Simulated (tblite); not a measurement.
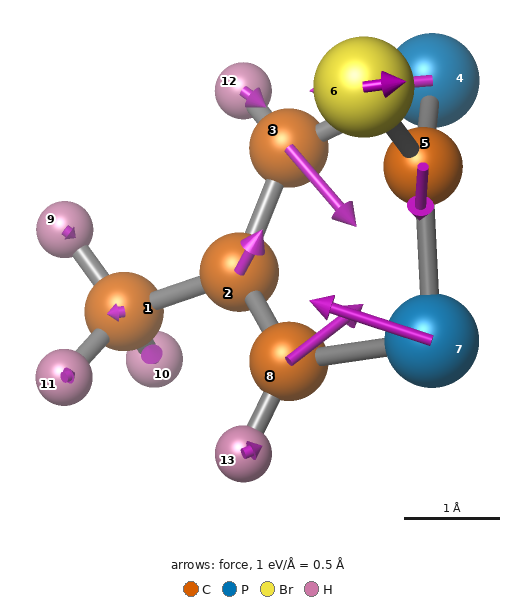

Starting geometry of C₅H₅BrP₂ with the computed forces as purple arrows. A ball-and-stick model, seen from a free direction.

Method: GFN2-xTB geometry optimisation, gas phase (tblite 0.8.0). 

What follows when this structure is relaxed?

It isn't relaxed: the largest force vector, on P7, is 2.72 eV/Å. The final displacements follow the starting forces only in part (cosine between the two patterns 0.34). The atom that moves furthest after the best rigid fit is Br6 (1.74 Å). Largest moves by element: Br 1.74 Å, P 0.82 Å, H 0.43 Å, C 0.30 Å. Among the contacts that change: C3–P4 1.829 → 1.731 Å, C5–P7 1.835 → 1.738 Å, P4–C5 1.811 → 1.738 Å, C2–C3 1.435 → 1.386 Å. Among the angles between lasting bonds that change: P4–C5–P7 117.2° → 132.6°, P4–C5–Br6 120.9° → 113.7°, Br6–C5–P7 119.9° → 113.7°. Groups turn about P4–C5 by about 70°, C5–P7 by about 70°, C3–P4 by about 25°. Over 44 geometry steps the energy falls by 51.3 kcal/mol.
